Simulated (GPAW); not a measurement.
# Core-hole calculation of the O K edge in SnO2 (R-3m), part 3 of 3

What does one-electron theory with a core hole give for the O K edge of SnO2 (R-3m)?

GPAW 26.7.0; X-ray absorption from dipole matrix elements to empty bands, plane-wave PAW LDA.

So far. Step 5 (Spectrum with FCH, O atom 2): The hole costs E(hole) − E(ground) = 528.86 eV, and the lowest empty level of the hole cell on the spectrum's mesh lies at 4.50 eV, which puts the zero at 533.36 eV. One term is added: -8.83 eV, since the hole is spin-paired here and a spin-polarised one costs that much less in the free atom (computed apart). The photon energy is then 524.53 eV.

**8. Spectrum with FCH, O atom 2**

A smaller cell brings the holes closer; here they are 3.2 Å apart.

Changed against the first core-hole run: supercell atoms from 21 to 3; the field's mesh follows (3×3×3 to 6×6×6).

File xas.py:

```python
import numpy as np
from ase import Atoms
from ase.parallel import parprint, paropen
from gpaw import GPAW, PW, FermiDirac, Mixer, MixerDif, setup_paths
from gpaw.test import gen
setup_paths.insert(0, '.')
gen('O', name='fch1s', xcname='LDA', corehole=(1, 0, 1), write_xml=True)
from gpaw.mpi import world
world.barrier()

atoms = Atoms('SnO2',
    cell=[[-3.23418615, 0, 0],
     [1.61709308, -2.80088737, 0],
     [1.61709308, 0.93362912, 4.80059258]],
    scaled_positions=[[0, 0.5, 0.5],
     [0.52566, 0.76283, 0.28849],
     [0.47434, 0.23717, 0.71151]],
    pbc=True)
atoms.calc = calc = GPAW(legacy_gpaw=True, mode=PW(500), xc='LDA', setups={1: 'fch1s'},
    kpts={'size': (6, 6, 6), 'gamma': True}, occupations=FermiDirac(0.02),
    charge=0, mixer=Mixer(0.1, 5, 50), maxiter=150,
    convergence={'density': 0.0001}, txt='scf.txt')
energy = atoms.get_potential_energy() + calc.get_reference_energy()
ef = calc.get_fermi_level()
out = dict(energy=energy, fermi=ef, forces=atoms.get_forces().tolist())
parprint(f'all-electron energy {energy:.4f} eV, Fermi level {ef:.4f} eV')
ev = np.array([[calc.get_eigenvalues(k, s) for k in range(len(calc.get_ibz_k_points()))] for s in range(calc.get_number_of_spins())])
out['homo'], out['lumo'], out['counts'] = ev[ev < ef].max(), ev[ev > ef].min(), sorted(set((ev < ef).sum((0, 2)).tolist()))
out['filled'] = (ev[:, 0] < ef).sum(1).tolist()

from ase.units import Ha
from gpaw.xas import dipole_matrix_elements
nb = int(calc.get_number_of_electrons() / 2) + 29
top = nb
nscf = calc.fixed_density(kpts={'size': (8, 8, 8), 'gamma': True},
    convergence={'eigenstates': 1.0}, txt='nscf.txt')
nscf.diagonalize_full_hamiltonian(nbands=nb)
cell = atoms.cell.array
ops = [cell.T @ U.T @ np.linalg.inv(cell.T) for U in nscf.wfs.kd.symmetry.op_scc]
filled = [13]  # bands filled in the ground state, by spin
E = np.arange(-6, 34, 0.1)
fwhm = np.interp(E, [4, 25], [0.9, 3.5])
Y, X, zero, highest = 0, 0, 1e9, 1e9
for spin in range(nscf.get_number_of_spins()):
    wfs = nscf.wfs
    A = dipole_matrix_elements(wfs.setups[1])
    eps = np.zeros((wfs.kd.nibzkpts, nb))
    d = np.zeros((3, A.shape[1], wfs.kd.nibzkpts, nb), complex)
    for kpt in wfs.kpt_u:
        if kpt.s == spin and 1 in kpt.P_ani:
            eps[kpt.k] = kpt.eps_n * Ha
            d[:, :, kpt.k] = (kpt.weight * wfs.nspins / 2) ** 0.5 * np.inner(A, kpt.P_ani[1])
    world.sum(eps)
    world.sum(d)
    T = np.einsum('amkn,bmkn->abkn', d, d.conj()).real
    T = sum(np.einsum('ai,ijkn,bj->abkn', R, T, R) for R in ops) / len(ops)
    empty = np.ones_like(eps, bool) & (np.arange(nb) >= filled[spin])
    zero, highest = min(zero, eps[empty].min()), min(highest, eps[:, top - 1].min())
    lines = [(eps, T, empty)] if spin == 0 else lines + [(eps, T, empty)]
for eps, T, empty in lines:
    f = np.einsum('aakn->akn', T).reshape(3, -1)
    x = eps.ravel() - zero
    w = np.interp(x, E, fwhm) / 2.35482
    g = np.exp(-0.5 * ((E[:, None] - x) / w) ** 2) / (w * (2 * np.pi) ** 0.5)
    Y = Y + (f * empty.ravel()) @ g.T
    X = X + (f * ~empty.ravel()) @ g.T
out.update(E=E.round(2).tolist(), xas=Y.tolist(), xes=X.tolist(), zero=zero, valid=highest - zero, nk=len(eps), nb=nb)
for i in range(0, len(E), 10):
    parprint(f'{E[i]:7.2f}', *(f'{v:10.3e}' for v in Y[:, i]))
import json
with paropen('out.json', 'w') as f:
    json.dump(out, f)
```

Launch:

```console
> OMP_NUM_THREADS=1 mpirun -n 4 gpaw python xas.py
```

Numbers of over 12 decimals in the logs are rounded to 6 here.

What it wrote:

```text
Input parameters:
  convergence: {density: 0.0001}
  kpts: {gamma: True,
         size: (6, 6, 6)}
  maxiter: 150
  mixer: {backend: pulay,
          beta: 0.1,
          method: separate,
          nmaxold: 5,
          weight: 50}
  mode: {ecut: 500.0,
         name: pw}
  occupations: {fixmagmom: False,
                name: fermi-dirac,
                width: 0.02}
  setups: {1: fch1s}

Initialize ...

[...]
*p    :    -0.067100
*d    :     0.000000
--------------------------------

Diagonalizing with gridspacing h=0.050

state   all-electron     PAW
-------------------------------
2s:      -1.594915    -1.596334
2p:      -1.067100    -1.073375
*d:                   -0.060686
*f:                   -0.013559
-------------------------------
all-electron energy -171412.9316 eV, Fermi level 2.9552 eV
[...]
32.00  4.518e-05  4.519e-05  6.892e-05
  33.00  4.852e-05  4.853e-05  6.121e-05
[key lines of the parts left out:]
Converged after 18 iterations.
Dipole moment: (-0.179257, 0.058458, -0.195822) |e|*Ang
Free energy:    -42.195422
Fermi level: 2.95519
```

The job ended after 3.9 min (4 MPI ranks of Arm Neoverse V2, shared host; peak memory 0.38 GiB; 16 min of CPU time).

These settings depart from the first run's and aren't meant as converged.

The scaled spectrum changes by 27 % r.m.s. The highest intensity below 16 eV goes from 2.5 eV (3.36) to 2.5 eV (4.17).

```
E (eV)  first run  this run
  -2.0       0.00      0.00
  -0.5       0.00      0.00
   1.0       0.32      0.46
   2.5       3.36      4.17
   4.0       0.71      0.06
   5.5       0.90      0.72
   7.0       2.34      1.66
   8.5       1.68      1.82
  10.0       1.65      1.77
  11.5       0.45      0.98
  13.0       0.19      0.35
  14.5       0.32      0.24
  16.0       0.63      0.45
  17.5       0.70      0.67
  19.0       0.64      0.72
  20.5       0.69      0.71
  22.0       0.89      0.82
  23.5       1.10      0.98
  25.0       1.33      1.14
  26.5       1.40      1.29
  28.0       1.21      1.21
  29.5       0.98      1.01
  31.0       0.86      0.91
```

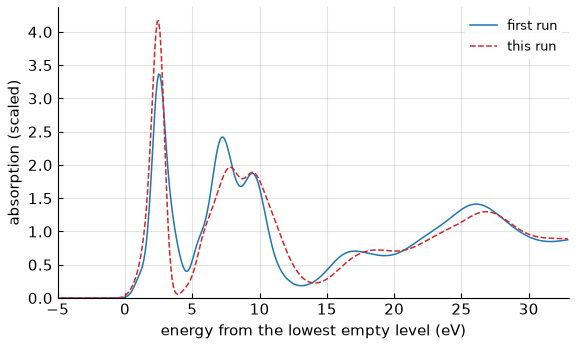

This run beside the first core-hole run.

**9. Spectrum with FCH, O atom 2**

This attempt departs from the first core-hole run: mixing parameter to 0.9 and limit of SCF steps to 50.

Edit xas.py of step 8 so:

```diff
@@ -10,13 +10,31 @@
 
-atoms = Atoms('SnO2',
-    cell=[[-3.23418615, 0, 0],
-     [1.61709308, -2.80088737, 0],
-     [1.61709308, 0.93362912, 4.80059258]],
-    scaled_positions=[[0, 0.5, 0.5],
-     [0.52566, 0.76283, 0.28849],
-     [0.47434, 0.23717, 0.71151]],
+atoms = Atoms('Sn7O14',
+    cell=[[4.85127923, -0.93362912, -4.80059258],
+     [-3.23418615, -3.73451649, -4.80059258],
+     [-1.61709308, 4.66814561, -4.80059258]],
+    scaled_positions=[[0.5, 0.5, 0.5],
+     [0.64285714, 0.07142857, 0.78571429],
+     [0.07142857, 0.78571429, 0.64285714],
+     [0.78571429, 0.64285714, 0.07142857],
+     [0.21428571, 0.35714286, 0.92857143],
+     [0.92857143, 0.21428571, 0.35714286],
+     [0.35714286, 0.92857143, 0.21428571],
+     [0.23717, 0.23717, 0.23717],
+     [0.38002714, 0.80859857, 0.52288429],
+     [0.80859857, 0.52288429, 0.38002714],
+     [0.52288429, 0.38002714, 0.80859857],
+     [0.95145571, 0.09431286, 0.66574143],
+     [0.66574143, 0.95145571, 0.09431286],
+     [0.09431286, 0.66574143, 0.95145571],
+     [0.76283, 0.76283, 0.76283],
+     [0.90568714, 0.33425857, 0.04854429],
+     [0.33425857, 0.04854429, 0.90568714],
+     [0.04854429, 0.90568714, 0.33425857],
+     [0.47711571, 0.61997286, 0.19140143],
+     [0.19140143, 0.47711571, 0.61997286],
+     [0.61997286, 0.19140143, 0.47711571]],
     pbc=True)
-atoms.calc = calc = GPAW(legacy_gpaw=True, mode=PW(500), xc='LDA', setups={1: 'fch1s'},
-    kpts={'size': (6, 6, 6), 'gamma': True}, occupations=FermiDirac(0.02),
-    charge=0, mixer=Mixer(0.1, 5, 50), maxiter=150,
+atoms.calc = calc = GPAW(legacy_gpaw=True, mode=PW(500), xc='LDA', setups={7: 'fch1s'},
+    kpts={'size': (3, 3, 3), 'gamma': True}, occupations=FermiDirac(0.02),
+    charge=0, mixer=Mixer(0.9, 5, 50), maxiter=50,
     convergence={'density': 0.0001}, txt='scf.txt')
@@ -32,10 +50,9 @@
 from gpaw.xas import dipole_matrix_elements
-nb = int(calc.get_number_of_electrons() / 2) + 29
-top = nb
-nscf = calc.fixed_density(kpts={'size': (8, 8, 8), 'gamma': True},
-    convergence={'eigenstates': 1.0}, txt='nscf.txt')
-nscf.diagonalize_full_hamiltonian(nbands=nb)
+nb = int(calc.get_number_of_electrons() / 2) + 183
+top, nb = nb, nb + 8 + nb // 12
+nscf = calc.fixed_density(kpts={'size': (2, 2, 2), 'gamma': True}, nbands=nb,
+    convergence={'bands': top, 'eigenstates': 1e-5}, maxiter=60, txt='nscf.txt')
 cell = atoms.cell.array
 ops = [cell.T @ U.T @ np.linalg.inv(cell.T) for U in nscf.wfs.kd.symmetry.op_scc]
-filled = [13]  # bands filled in the ground state, by spin
+filled = [91]  # bands filled in the ground state, by spin
 E = np.arange(-6, 34, 0.1)
@@ -45,3 +62,3 @@
     wfs = nscf.wfs
-    A = dipole_matrix_elements(wfs.setups[1])
+    A = dipole_matrix_elements(wfs.setups[7])
     eps = np.zeros((wfs.kd.nibzkpts, nb))
@@ -49,5 +66,5 @@
     for kpt in wfs.kpt_u:
-        if kpt.s == spin and 1 in kpt.P_ani:
+        if kpt.s == spin and 7 in kpt.P_ani:
             eps[kpt.k] = kpt.eps_n * Ha
-            d[:, :, kpt.k] = (kpt.weight * wfs.nspins / 2) ** 0.5 * np.inner(A, kpt.P_ani[1])
+            d[:, :, kpt.k] = (kpt.weight * wfs.nspins / 2) ** 0.5 * np.inner(A, kpt.P_ani[7])
     world.sum(eps)
```

What it wrote:

```text
Input parameters:
  convergence: {density: 0.0001}
  kpts: {gamma: True,
         size: (3, 3, 3)}
  maxiter: 50
  mixer: {backend: pulay,
          beta: 0.9,
          method: separate,
          nmaxold: 5,
          weight: 50}
  mode: {ecut: 500.0,
         name: pw}
  occupations: {fixmagmom: False,
                name: fermi-dirac,
                width: 0.02}
  setups: {7: fch1s}

Initialize ...

[...]
*p    :    -0.067100
*d    :     0.000000
--------------------------------

Diagonalizing with gridspacing h=0.050

state   all-electron     PAW
-------------------------------
2s:      -1.594915    -1.596334
2p:      -1.067100    -1.073375
*d:                   -0.060686
*f:                   -0.013559
-------------------------------
all-electron energy -1203063.4444 eV, Fermi level 3.9514 eV
[...]
32.00  4.197e-05  4.197e-05  6.546e-05
  33.00  4.845e-05  4.845e-05  5.659e-05
[key lines of the parts left out:]
Converged after 20 iterations.
Dipole moment: (-0.000000, 0.000000, 0.919776) |e|*Ang
Free energy:   -164.290493
Fermi level: 3.95137
```

Wall time 4.7 min (4 MPI ranks); peak memory 0.66 GiB.

The risk here was that the mixing parameter is far too large, yet the run reaches the same energy as before to within 5 meV: the setting changed the path, not the result.

This run also has another mesh (2×2×2 against 3×3×3), so the 7 % r.m.s. difference can't be laid on the changed setting alone. The highest intensity below 16 eV goes from 2.5 eV (3.36) to 2.7 eV (3.27).

**10. What the core hole does**

Both curves are counted from their own zero, so only the shift of weight within the empty states shows.

```
E (eV)  no hole   FCH
  -2.0     0.00  0.00
  -1.0     0.00  0.00
   0.0     0.02  0.01
   1.0     0.27  0.32
   2.0     0.63  2.03
   3.0     2.33  2.47
   4.0     1.69  0.71
   5.0     0.47  0.56
   6.0     0.70  1.19
   7.0     1.45  2.34
   8.0     2.06  1.95
   9.0     2.11  1.76
  10.0     2.62  1.65
  11.0     1.53  0.73
  12.0     0.54  0.30
  13.0     0.25  0.19
  14.0     0.24  0.24
  15.0     0.38  0.42
  16.0     0.54  0.63
  17.0     0.61  0.70
  18.0     0.59  0.68
  19.0     0.53  0.64
  20.0     0.50  0.66
  21.0     0.52  0.75
  22.0     0.58  0.89
  23.0     0.66  1.03
  24.0     0.77  1.17
  25.0     0.92  1.33
  26.0     1.07  1.41
  27.0     1.15  1.36
  28.0     1.10  1.21
  29.0     0.98  1.04
  30.0     0.86  0.92
  31.0     0.78  0.86
  32.0     0.76  0.85
```

With each curve scaled to its own mean, the area from −2 to 6 eV with the hole is 6.7 against 5.9, and the centre of weight from −1 to 20 eV moves by -0.4 eV (first and strongest maxima below 20 eV: 3.4 eV (2.88), 7.8 eV (2.10) and 9.8 eV (2.64) without the hole, 2.5 eV (3.36), 7.2 eV (2.42) and 9.5 eV (1.87) with it); the shape changes all the same, by 48 % r.m.s.

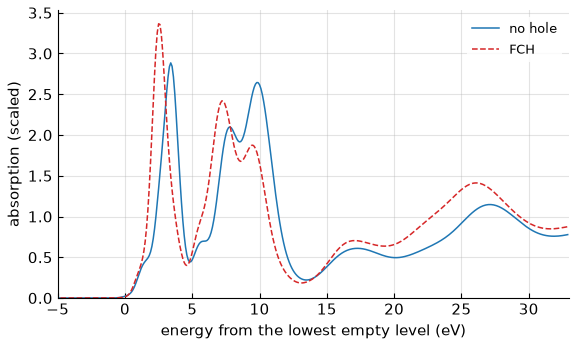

The O K edge with and without the core hole, each from its own zero; the highest intensity below 16 eV lies at 2.5 eV with the hole.

**11. What came out**

```json
{"absorber and edge": "O K, atom 2 of the ground-state input (counted from 1)", "surroundings": "3 Sn at 2.13 Å (pyramidal, site symmetry 3m)", "highest intensity below 16 eV": "2.5 eV above the zero, height 3.36", "photon energy of the zero, with the added terms": "524.5 eV (raw 533.4 eV; LDA puts this hole about 4 eV below PBE, itself good to a few eV)"}
```

What this shows: The O K edge of atom 2, with 3 Sn at 2.13 Å (pyramidal, site symmetry 3m), has its highest intensity of the first 16 eV at 2.5 eV above the zero, near 527 eV in photon energy (LDA puts this hole about 4 eV below PBE, itself good to a few eV), 3.4 times the mean level of the first 20 eV (Gaussian full width 0.9 eV up to 4 eV, rising linearly to 3.5 eV at 25 eV). With each curve scaled to its own mean, the area from −2 to 6 eV with the hole is 6.7 against 5.9, and the centre of weight from −1 to 20 eV moves by -0.4 eV (first and strongest maxima below 20 eV: 3.4 eV (2.88), 7.8 eV (2.10) and 9.8 eV (2.64) without the hole, 2.5 eV (3.36), 7.2 eV (2.42) and 9.5 eV (1.87) with it); the shape changes all the same, by 48 % r.m.s. Changing the core hole from full to half alters the shape by 26 % r.m.s., so the choice matters here. A cell with holes 3.2 Å apart changes the curve by 27 % r.m.s. (27 % after the best shift). At the O K edge of atom 2 polarisation matters most near 2.6 eV, where the curves differ by 4.2 on this scale. The mesh is coarse (0.32 Å⁻¹ between points), so small maxima may be mesh ripples. The structure is a computed Materials Project entry and may be a hypothetical form.

[Banner, clock and machine lines of the logs are left out without a mark of their own.]

[Logs are printed without paths, hosts, clocks, repeated set-up lines and the standing remarks that a program may print on its own settings, such as how far it seeks lower states.]

[Hosts, paths, dates, database ids (printed as entryN), source tags and the programs' standing remarks are cut or masked in the printed files.]

[Lists of maxima count a maximum above −3 eV only where it reaches 4 % of the highest in the window and stands out from its surroundings by 2 % of it (1.5 % where it reaches 55 %); shoulders and weaker maxima are passed over, and of the rest the first, up to two pre-edge ones and the few strongest are named.]
